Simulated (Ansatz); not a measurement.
The starting structures come from a database of crystals and need not be the phases stable at ambient conditions.

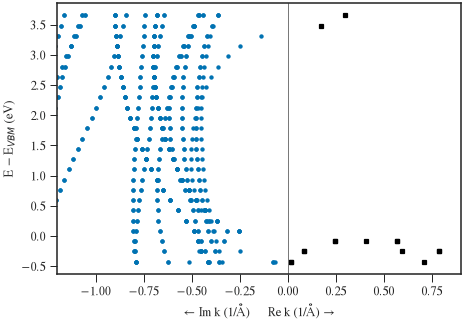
Figure: Complex bands at the centre of the two-dimensional zone; r2SCAN in Ansatz (a program for electronic structure)

No gap correction and no spin-orbit coupling; mid-gap values are interpolated between computed energies.

Problem. This is LaVO$_{4}$ (I4_1/amd, not sure to be the ambient phase, 12 atoms a cell, 15.2 Å³ an atom) along the normal of (001). Read off the slowest decay at the centre of the two-dimensional zone at 1.61 eV, the computed energy nearest the middle of the gap.

Solution. κ ≈ 0.45 1/Å, a decay length 1/(2κ) of the density of 1.1 Å.
